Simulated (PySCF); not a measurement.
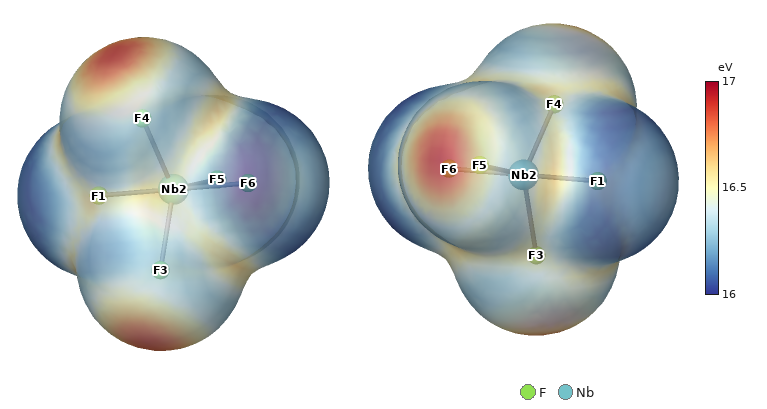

Figure. F5Nb, SMILES `F[Nb](F)(F)(F)F`. Average local ionisation energy on the surface of electron density 0.001 a.u. (back view left, front view right).

Level of theory: CAM-B3LYP/def2-TZVP (PySCF), at a geometry from GFN2-xTB. Core potentials replace the inner electrons of Nb; spin–orbit coupling isn't included. This is a single-reference result, which may miss multireference character in this system. No frequency check shows the geometry to be a minimum. GFN2-xTB bond lengths at metals and heavier atoms can be off by up to 0.1 Å and shapes distorted, which carries into these values.

Locate the minima of the map.

Answer. The lowest value is 16.0 eV, 1.7 Å from F1, and at like points elsewhere. For comparison, the highest occupied orbital lies at −14.0 eV.

What volume does the surface enclose, and what is the dipole moment?

Answer. About 96 Å³; the dipole moment is 0.0 D.
